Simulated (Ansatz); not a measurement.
Molecule (SMILES): [NH2] (NH2), doublet.
Atoms: N1, H2, H3. Bonds: N1-H2, N1-H3.

Basis-set convergence of the highest harmonic wavenumber at PBE with Ansatz (a program for electronic structure). Each level at its own minimum, finite differences of forces, unscaled; the reference is a large set that could be run, not a limit. Cartesian d functions, on some or all atoms, in 6-31+G*; all else is spherical. The program fits the integrals of some runs and decomposes those of others, by size. Open shells are unrestricted. No added dispersion term, no relativity. Reference: the value in def2-QZVPPD, 3359 cm⁻¹, itself unsure by roughly 4 cm⁻¹ (its mean distance from pcseg-3, def2-QZVPP, cc-pVQZ). Deviations are taken from unrounded values.

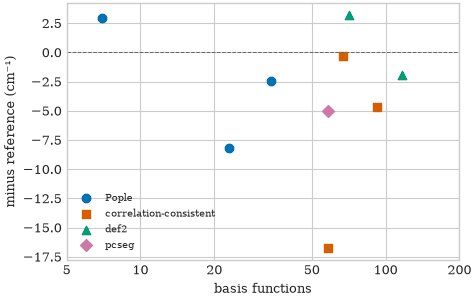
Figure: Deviation from the reference against the number of basis functions, by family of sets.

```json
[
 {"basis": "STO-3G", "functions": "7", "highest harmonic wavenumber (cm⁻¹)": "3362", "minus reference (cm⁻¹)": "3"},
 {"basis": "6-31+G*", "functions": "23", "highest harmonic wavenumber (cm⁻¹)": "3351", "minus reference (cm⁻¹)": "-8"},
 {"basis": "6-311+G**", "functions": "34", "highest harmonic wavenumber (cm⁻¹)": "3357", "minus reference (cm⁻¹)": "-2"},
 {"basis": "cc-pVTZ", "functions": "58", "highest harmonic wavenumber (cm⁻¹)": "3342", "minus reference (cm⁻¹)": "-17"},
 {"basis": "pcseg-2", "functions": "58", "highest harmonic wavenumber (cm⁻¹)": "3354", "minus reference (cm⁻¹)": "-5"},
 {"basis": "jun-cc-pV(T+d)Z", "functions": "67", "highest harmonic wavenumber (cm⁻¹)": "3359", "minus reference (cm⁻¹)": "0"},
 {"basis": "def2-TZVPPD", "functions": "71", "highest harmonic wavenumber (cm⁻¹)": "3362", "minus reference (cm⁻¹)": "3"},
 {"basis": "aug-cc-pVTZ", "functions": "92", "highest harmonic wavenumber (cm⁻¹)": "3354", "minus reference (cm⁻¹)": "-5"},
 {"basis": "def2-QZVPP", "functions": "117", "highest harmonic wavenumber (cm⁻¹)": "3357", "minus reference (cm⁻¹)": "-2"}
]
```
